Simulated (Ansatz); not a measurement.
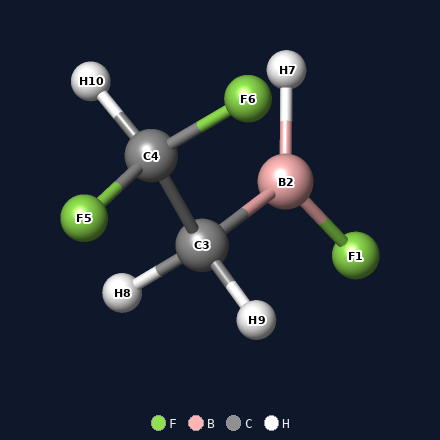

The system is C2H4BF3, SMILES FBCC(F)F; the picture shows the reference structure. Coordinates scanned: (1) dihedral F1–B2–C3–C4; (2) dihedral B2–C3–C4–F5. Nothing is relaxed (all other coordinates rigid). The scan uses an 18 × 18 grid. Points are written as (first, second). All energies are given in kcal/mol relative to the lowest grid point. Computed with RHF/def2-SVP in Ansatz.

Its coordinates:

```yaml
atoms:
  - { symbol: F, position_ang: [-1.8928, -1.7503, 0.3348] }
  - { symbol: B, position_ang: [-1.1591, -0.6871, 0.5779] }
  - { symbol: C, position_ang: [0.1738, -0.4965, -0.2458] }
  - { symbol: C, position_ang: [0.7714, 0.8800, -0.1792] }
  - { symbol: F, position_ang: [1.8783, 0.9549, -0.9260] }
  - { symbol: F, position_ang: [-0.0972, 1.7759, -0.6726] }
  - { symbol: H, position_ang: [-1.5315, 0.0545, 1.4428] }
  - { symbol: H, position_ang: [0.9039, -1.2198, 0.1353] }
  - { symbol: H, position_ang: [0.0058, -0.7566, -1.2945] }
  - { symbol: H, position_ang: [1.0305, 1.1938, 0.8302] }
```

Range: dihedral F1–B2–C3–C4 from −180 to 160°; dihedral B2–C3–C4–F5 from −180 to 160°.

### What landscape does the calculation give?

The lowest grid point is at (−180°, −60°). Higher local minima lie near (160°, −180°) (0.39 kcal/mol above the lowest at that grid point); (−160°, 60°) (0.7 kcal/mol above the lowest at that grid point); (−20°, −180°) (0.7 kcal/mol above the lowest at that grid point). The highest grid point, (0°, −120°), lies 12.6 kcal/mol above the lowest. On the interpolated surface the easiest way out of the lowest well to its copy in the next cell or period passes a barrier of about 2.3 kcal/mol. Round the minimum the valley is somewhat tilted: raising dihedral F1–B2–C3–C4 shifts the best value of dihedral B2–C3–C4–F5 downwards (coupling k₁₂/√(k₁₁k₂₂) about 0.4).

```
dihedral B2–C3–C4–F5 ↓, dihedral F1–B2–C3–C4 →  −180  −140  −100  −60  −20   20   60  100  140
                                           140   3.5   4.8   6.3  5.3  3.5  3.9  6.1  6.3  4.4
                                           100   3.6   4.6   6.3  6.0  3.8  3.6  5.5  6.4  4.7
                                            60   0.7   1.1   2.8  3.4  2.1  0.7  1.8  2.7  1.9
                                            20   4.4   3.9   4.5  5.9  9.2  6.3  4.1  4.4  4.6
                                           −20   4.2   4.8   4.6  4.4  6.4  9.2  5.6  4.0  3.4
                                           −60   0.0   0.8   2.0  2.4  1.9  1.7  2.3  1.9  0.7
                                          −100   4.6   3.8   4.0  5.6  9.9  7.1  4.4  4.4  4.6
                                          −140   4.4   5.1   4.5  3.9  6.2  9.6  6.2  4.3  3.4
                                          −180   0.5   2.0   2.8  1.6  0.7  2.1  3.6  2.8  0.9
```

The table holds every second grid line.

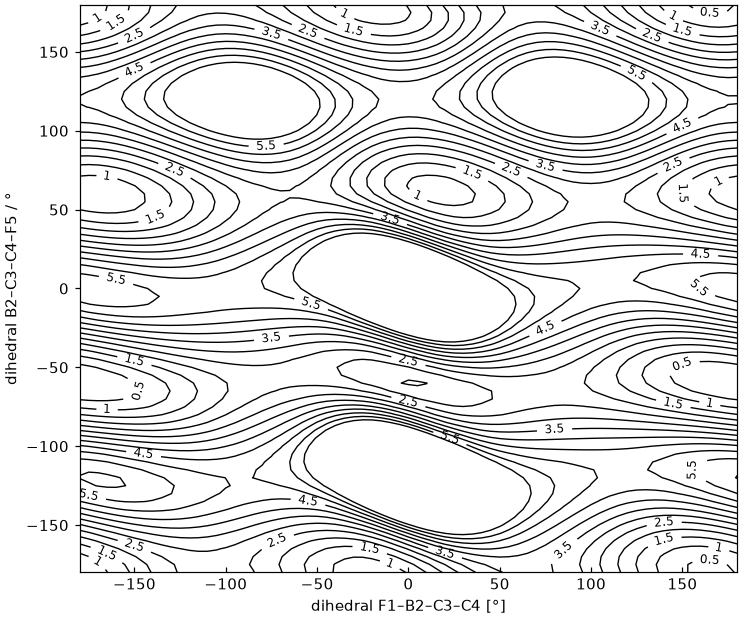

In the figure: contour lines labelled in kcal/mol (none above 6). Between grid points the surface is interpolated.

Each point was launched as `ansatz run input.yaml --threads 1 --pin off --max-ram 2560MiB --backend cpu --events-out ev --progress --plain --runs-dir out`. The whole map (324 points run) took 9.5 min on 1 thread of Arm Neoverse V2, with other jobs on the host.
